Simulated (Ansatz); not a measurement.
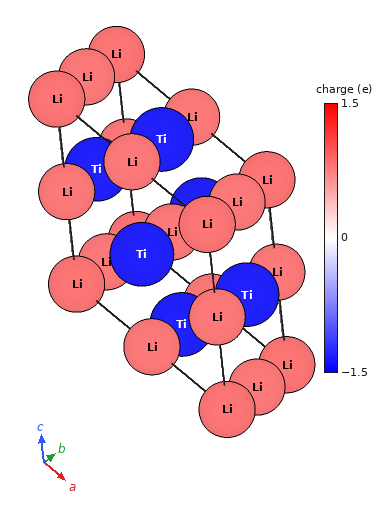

The figure gives a spheres-only picture of the atoms, viewed slightly off an axis. One simulation cell is framed, with atoms on its boundary repeated. The atoms of this Li5Ti3 cell are coloured by their Bader charge.

The calculation used DFT PBE, scalar-relativistic, plane waves, PAW in Ansatz, with 420 eV cutoff, k-point mesh 8×8×8, Gaussian smearing of 0.1 eV, no spin polarisation.

What do the colours say about charge transfer?

Most positive: Li; most negative: Ti. Charges: about Li +0.8 e; Ti -1.3 e.

The initial geometry was a structure type filled with these elements by a generator (whether the compound takes this form wasn't checked). Earlier steps of the study may have refined or changed the cell and positions. It was the input of a calculation with Ansatz.
